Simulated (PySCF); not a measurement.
## Electronic structure of C3H8BP in real space

```xyz
13

C     1.8945   -0.2496    0.8567
C     1.1344   -0.1423   -0.2177
C     0.1604    0.9632   -0.4675
B    -1.3609    0.5329   -0.4904
P    -1.8868   -1.2546   -0.4269
H     2.5675   -1.0774    1.0034
H     1.8782    0.4935    1.6383
H     1.1690   -0.9048   -0.9880
H     0.3029    1.7567    0.2726
H     0.3892    1.4219   -1.4368
H    -2.1764    1.3529   -0.6856
H    -1.0604   -1.7403    0.5641
H    -3.0159   -1.1516    0.3600
```

Geometry: GFN2-xTB.

These are results of PBE0/def2-SVPD, SCF density, gas phase (PySCF 2.14.0), not measurements.

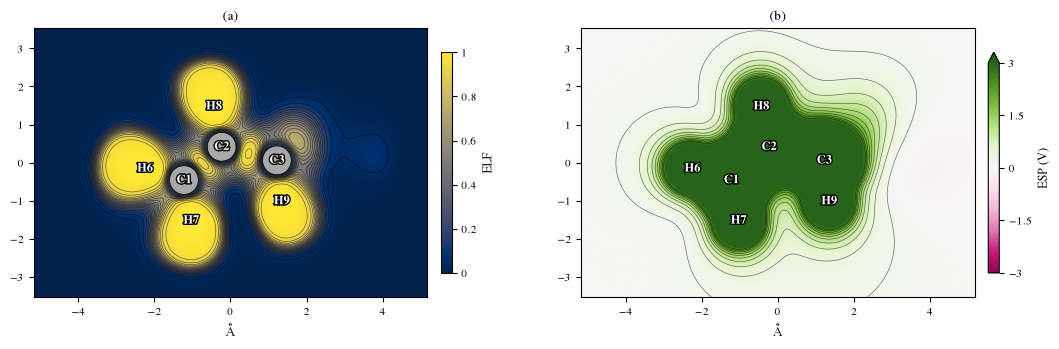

Figure 1. (a) ELF; (b) molecular electrostatic potential on the plane of atoms C1, C2 and C3. Grey discs cover the atomic cores in the ELF map.

What do the fields say about this system?

The plane passes through C and H nuclei. C–C (1.32 Å): the ELF peaks at about 0.90 between the atoms; a short, multiple covalent bond. C–H (1.08 Å): the ELF climbs to about 1 towards the hydrogen, as it does in any bond to H; an ordinary covalent bond to hydrogen. C–C (1.49 Å): the ELF peaks at about 0.95 between the atoms (a covalent bond). The potential has no marked negative region in this plane.

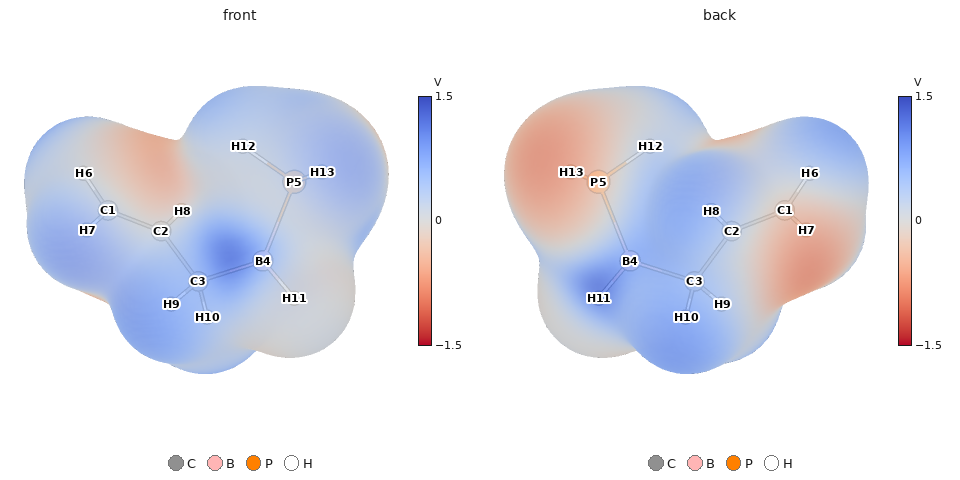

Figure 2. The electrostatic potential painted on the density surface at 0.002 e/bohr³, seen from the front and from behind; the colour scale runs from red (negative) to blue (positive).

Where is the surface potential most negative and most positive?

The most negative region (about −0.7 V) lies over C1, C2 and P5, the most positive (about +1.0 V) over B4.

How polar is the molecule by this calculation?

Its dipole moment is 0.63 D.

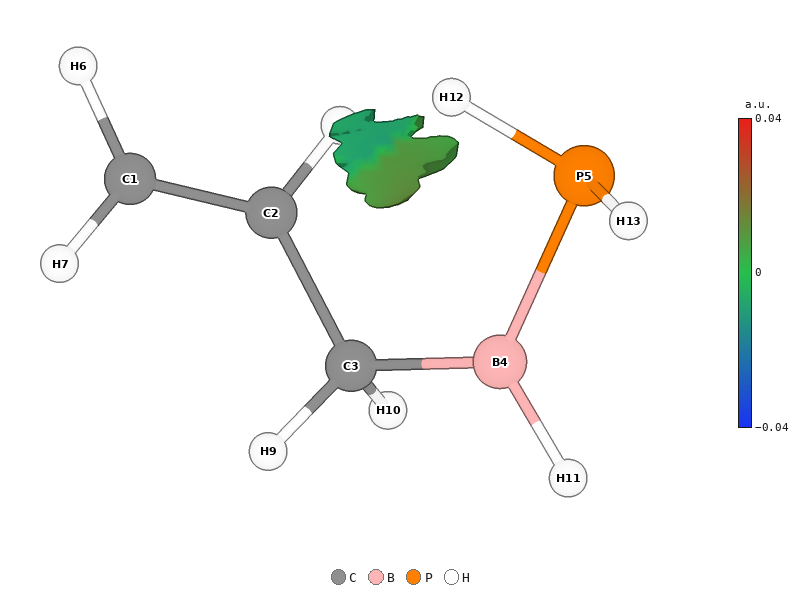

Figure 3. Non-covalent interaction (NCI) plot: the surface where the reduced density gradient is 0.5, for densities under 0.05 a.u., coloured by sign(λ₂)ρ; seen at a tilt.

What holds or crowds the atoms apart from the covalent bonds?

Between C2 on one side and P5 and H12 on the other: a weak contact, attractive (blue-green) on one side and crowded (olive to red) on the other.
